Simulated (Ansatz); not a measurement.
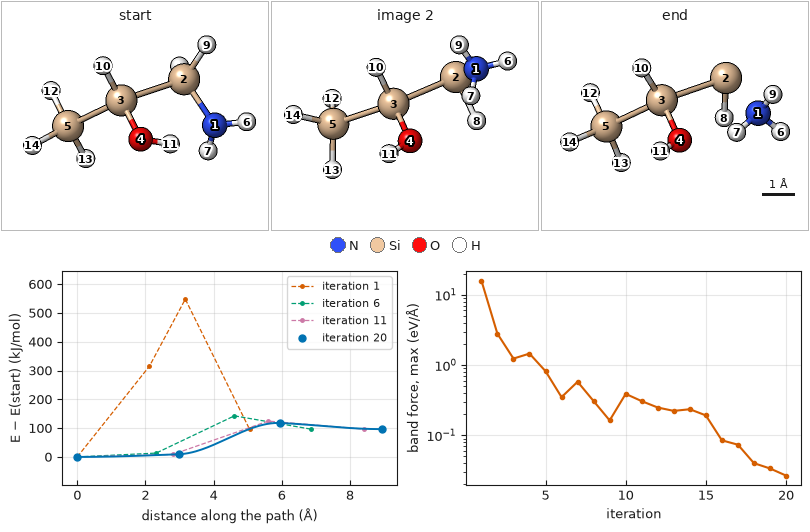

A search for the minimum-energy path of Si3NH9O by the nudged elastic band. Images are numbered from 0 (start) to 3 (end). The plot follows the band through its iterations. The picture is a ball-and-stick view, seen from a free direction.

These are results of RKS B3LYP/def2-SVP in Ansatz, not measurements. Run with 2 movable images; no climbing image; force threshold 0.03 eV/Å; iteration limit 60; starting path through a guess of the saddle point.

How did the profile develop, and is the result final?

Answer. The run is converged, with reservations. The band converged in 20 iterations. The largest component of the band force went from 16 to 0.027 eV/Å. No image climbed, so the highest image needn't lie on the saddle point, and the true maximum along this path can be higher. So few images resolve the path coarsely. The first iteration put the highest image at 547.8 kJ/mol. The energy climbs by 117.8 kJ/mol to image 2 and then falls by 21.2 kJ/mol, so the end point sits at +96.6 kJ/mol.
